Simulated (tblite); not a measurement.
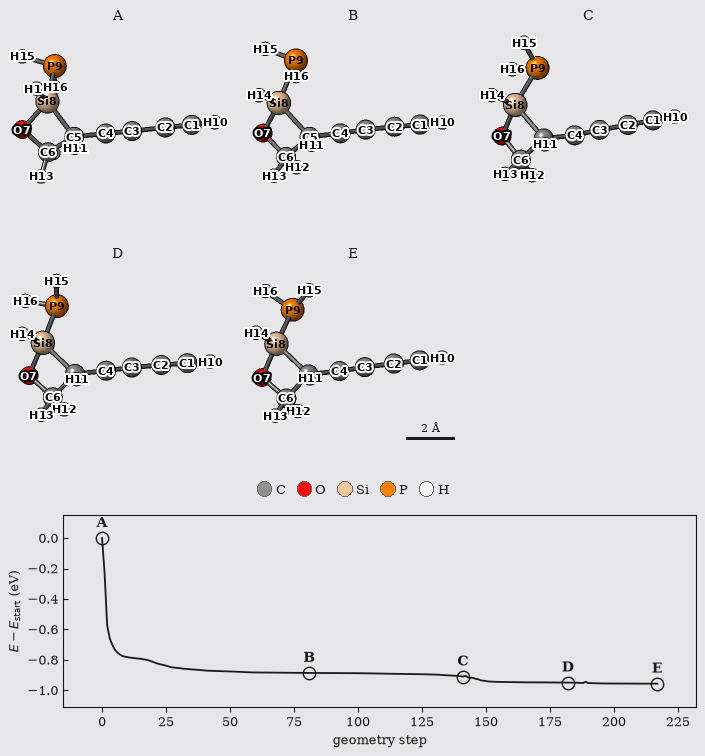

Frames of a relaxation of C₆H₇OPSi, marked on the history of the run. A ball-and-stick model, seen at a tilt.

The calculation used GFN2-xTB geometry optimisation, gas phase in tblite. 

> What happens along the run?

H15 moves most after the best rigid fit: 2.23 Å. Largest moves by element: H 2.23 Å, O 0.74 Å, Si 0.60 Å, P 0.58 Å, C 0.43 Å. Near-neighbour distances that change, for instance: C2–C3 1.535 → 1.357 Å, C5–Si8 1.854 → 1.935 Å, Si8–P9 2.182 → 2.230 Å, P9–H15 1.422 → 1.385 Å. Bond angles that change, for instance: P9–Si8–H14 115.8° → 120.5°, Si8–C5–H11 112.4° → 116.4°, Si8–P9–H15 98.0° → 94.2°. Groups turn about Si8–P9 by about 135°, C5–C6 by about 20°, C6–O7 by about 20°. The energy falls by 0.956 eV in 217 geometry steps. From step 0 to 81: H12 moves most (0.75 Å), energy −0.886 eV. From step 81 to 141: H15 moves most (1.14 Å), energy −0.024 eV. From step 141 to 182: H16 moves most (0.78 Å), energy −0.040 eV. From step 182 to 217: H15 moves most (0.82 Å), energy −0.007 eV.

| step | E − E(0), eV |
| --- | --- |
| 0 | 0.0000 |
| 1 | -0.2317 |
| 2 | -0.5728 |
| 3 | -0.6589 |
| 4 | -0.7000 |
| 5 | -0.7333 |
| 6 | -0.7524 |
| 7 | -0.7651 |
| 8 | -0.7752 |
| 9 | -0.7790 |
| 10 | -0.7829 |
| 21 | -0.8204 |
| 32 | -0.8585 |
| 43 | -0.8718 |
| 54 | -0.8786 |
| 64 | -0.8833 |
| 75 | -0.8852 |
| 86 | -0.8864 |
| 97 | -0.8871 |
| 108 | -0.8896 |
| 119 | -0.8932 |
| 130 | -0.8966 |
| 141 | -0.9096 |
| 152 | -0.9429 |
| 163 | -0.9471 |
| 173 | -0.9482 |
| 184 | -0.9496 |
| 195 | -0.9549 |
| 206 | -0.9559 |
| 217 | -0.9564 |
